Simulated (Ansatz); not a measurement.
H$_{2}$OSn···HCl

Input file:

```
crystal:
  periodic: [false, false, false]
  atoms:
    - { symbol: Sn, position_ang: [0.062481, -0.137398, -0.923311] }
    - { symbol: Cl, position_ang: [1.847092, -0.096323, 2.211383] }
    - { symbol: H, position_ang: [2.285957, 0.184874, 0.975903] }
    - { symbol: O, position_ang: [-1.09257, 1.545438, -0.863754] }
    - { symbol: H, position_ang: [-2.015022, 1.345708, -0.602052] }
    - { symbol: H, position_ang: [-1.280038, -1.2941, -0.478168] }
basis:
  gaussian: { orbitals: def2-SVP }
hamiltonian:
  xc: blyp
relax:
  f_tol: 0.03
  max_steps: 50
output:
  orbitals: {}
```

Launched as:

```sh
ansatz run input.yaml --threads 1 --pin off --max-ram 2048MiB --backend cpu --events-out ev --progress --plain --runs-dir out
```

The fields are those of the run's last geometry, not of the input's.

Core potentials replace the inner electrons of Sn.

All numbers below come from RKS BLYP/def2-SVP (Ansatz 0.2.0).

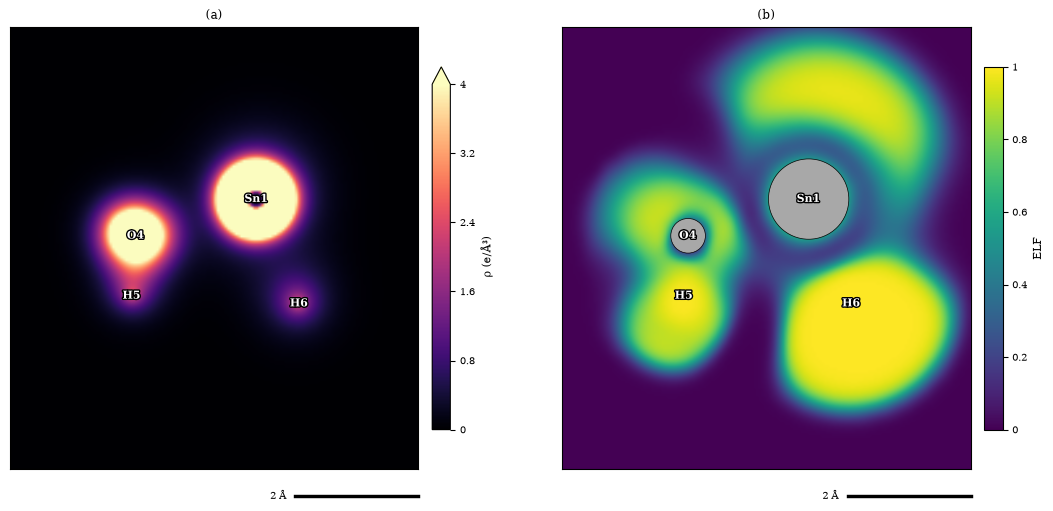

Figure 1. (a) electron density; (b) ELF on the plane of atoms O4, Sn1 and H6. Grey discs cover the atomic cores in the ELF map.

> Read the bonding off the picture.

Atoms in the plane: Sn, O and H.
Sn–O (2.05 Å): the density is about 0.62 e/Å³ at the midpoint; the ELF peaks at about 0.85 in the valence shell of O, 0.6 Å from its nucleus, and drops to about 0.15 between the two atoms.
O–H (0.98 Å): ρ at the midpoint is about 3.5 e/Å³; the ELF climbs to about 1 towards the hydrogen, as it does in any bond to H (a covalent bond by its length).
Sn–H (1.83 Å): ρ is about 0.83 e/Å³ halfway; the ELF climbs to about 1 towards the hydrogen.
The ELF also peaks beside O4, away from the bonds: lone-pair regions.

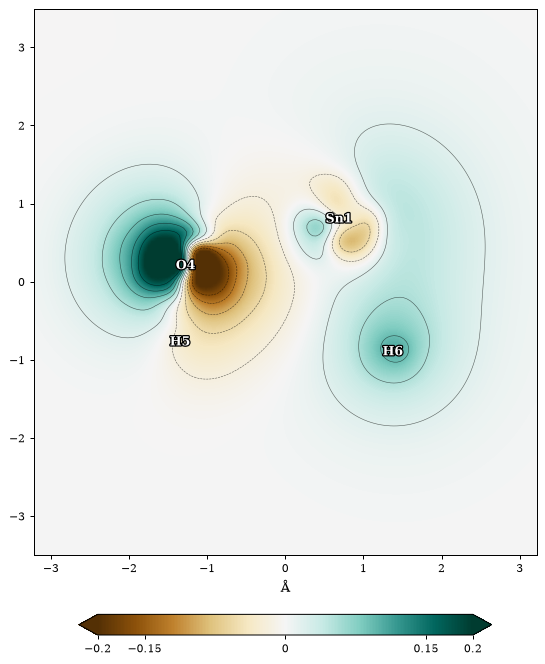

Figure 2. The HOMO−1 on the plane of atoms O4, Sn1 and H6 (values in Å⁻³ᐟ²; the overall sign is arbitrary).

> What is the character of this orbital?

By Hirshfeld shares it lies mainly on O4 (about 80 %) and Sn1 (about 15 %); largely a lone pair of O4. Its energy is −6.26 eV.

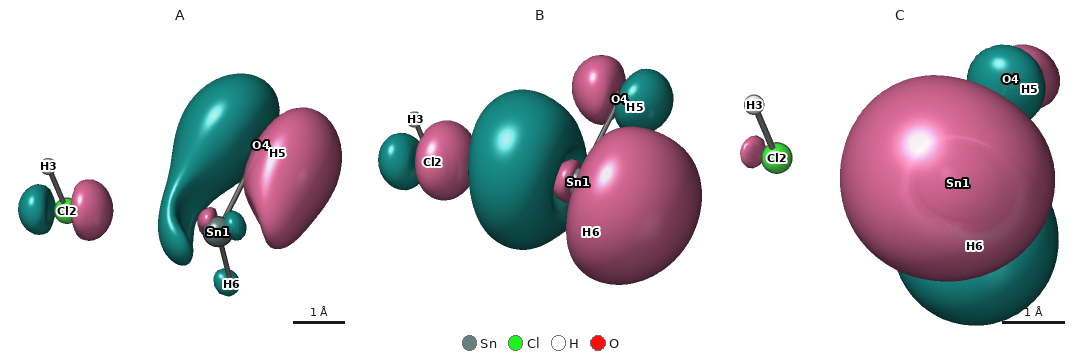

Figure 3. Three frontier orbitals at ±0.08 Å⁻³ᐟ² (teal and pink are the two phases), in no order.

> Order the three orbitals by energy and name them.

A is the HOMO−1 (−6.26 eV). It lies mainly on O4 (about 80 %) and Sn1 (about 15 %); largely a lone pair of O4. C is the HOMO (−5.32 eV). Its weight (Hirshfeld) is mainly on Sn1 (about 65 %) and H6 (about 30 %). B is the LUMO (−2.33 eV). Its weight (Hirshfeld) is mainly on Sn1 (about 75 %), O4 (about 10 %) and Cl2 (about 10 %).

> What is the HOMO–LUMO gap?

2.99 eV between the orbital energies.
